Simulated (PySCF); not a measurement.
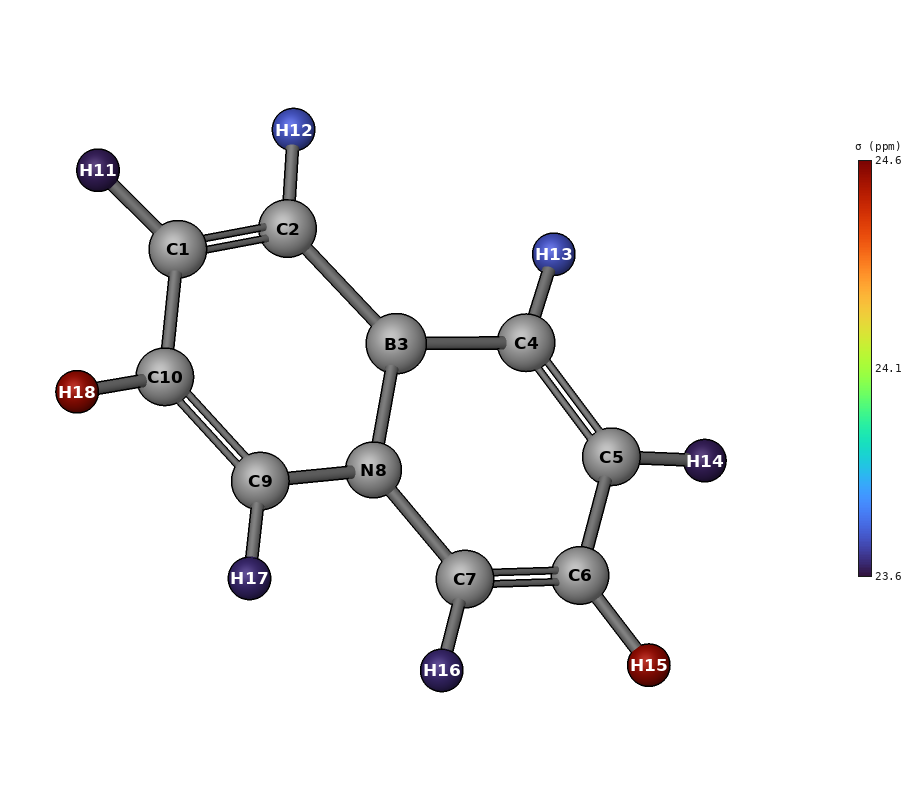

Atoms are coloured by their isotropic NMR shieldings (H only, the others grey). The geometry was computed by an optimisation with GFN2-xTB. No frequency run is at hand to confirm it as a minimum. Properties computed with GIAO PBE0/pcSseg-1 NMR shielding, non-relativistic, gas phase (PySCF 2.14.0).

List the isotropic NMR shieldings of the H atoms.

| atom | σ (ppm) |
| --- | --- |
| H11 | 23.62 |
| H12 | 23.69 |
| H13 | 23.69 |
| H14 | 23.62 |
| H15 | 24.57 |
| H16 | 23.63 |
| H17 | 23.63 |
| H18 | 24.57 |

The geometry is semi-empirical. Around B such bond lengths and angles can be off by a tenth of an ångström or more and by several degrees, and values that hang on the shape move with them.
